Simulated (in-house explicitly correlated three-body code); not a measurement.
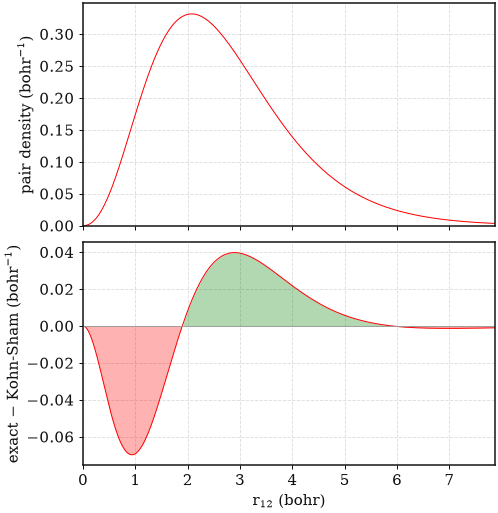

Two electrons around a point charge Z = 1.275. Computed variationally in 260 exponentially correlated functions with an in-house code, non-relativistic, converged to about 10⁻⁷ hartree. The plot shows the distribution of the distance r₁₂ between the electrons in the ground state (one pair, times 4πr₁₂²) and its difference from that of the Kohn-Sham determinant with the same density, the Coulomb hole.

How large and how deep is the Coulomb hole?

Answer. The pair density peaks near r₁₂ = 2.1 bohr, and ⟨r₁₂⟩ = 2.713 bohr. Correlation takes weight from short distances: the hole is deepest (−0.070 bohr⁻¹) near 0.93 bohr and first changes sign near 1.9 bohr, moving 7.5 % of the pair outwards. The mean cosine of the angle between the electrons is −0.0943, and the density-functional correlation energy is −40.51 millihartree.
